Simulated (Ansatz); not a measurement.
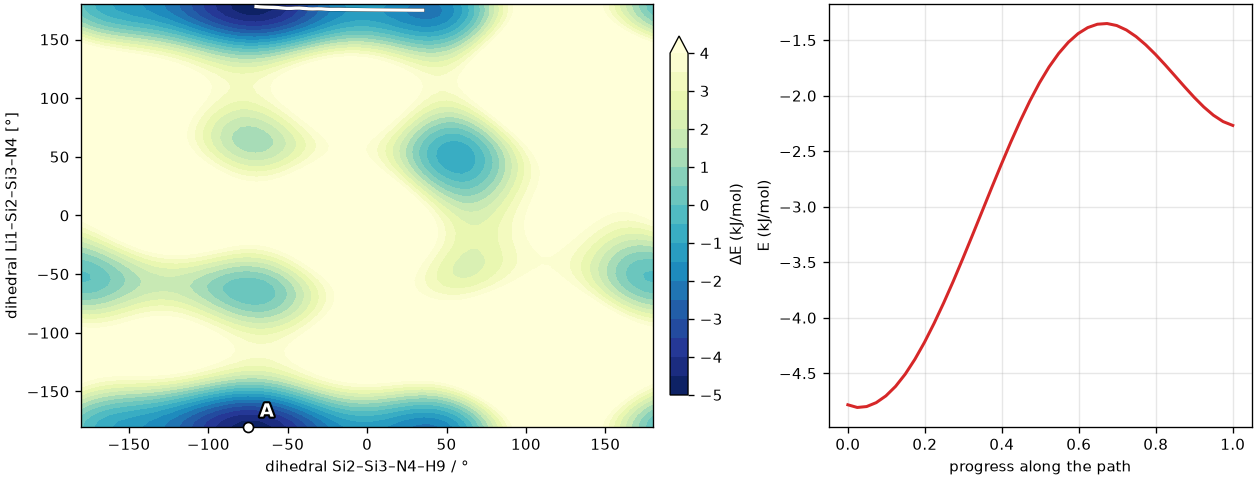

H6LiNSi2, SMILES [Li][SiH2][SiH2]N. The first coordinate is: dihedral Si2–Si3–N4–H9; the second: dihedral Li1–Si2–Si3–N4. Nothing is relaxed (all other coordinates rigid). The scan uses an 18 × 18 grid. Points are written as (first, second). Energies are in kJ/mol, from the relaxed molecule at the same level. All numbers below come from Ansatz, RKS PBE0-D4/def2-SVP.

The picture shows filled contours, a line along the lowest path, one colour for all values above the top of the scale, the energy along the path at the right, the start A. Between grid points the surface is interpolated.

**Describe the path and its barrier.**

The easiest path leads from the well at about (−75°, −180°) to the well at about (35°, 175°), about 2.5 kJ/mol higher (on a rigid scan; wells that are mirror images or exchange like atoms can differ by this much). Its highest point lies about 3.4 kJ/mol above the bottom of the first well on the interpolated surface, at about (0°, 175°). Seen from the upper well the barrier is about 0.92 kJ/mol. This is the barrier on the constrained surface; relaxing the other coordinates would change it.
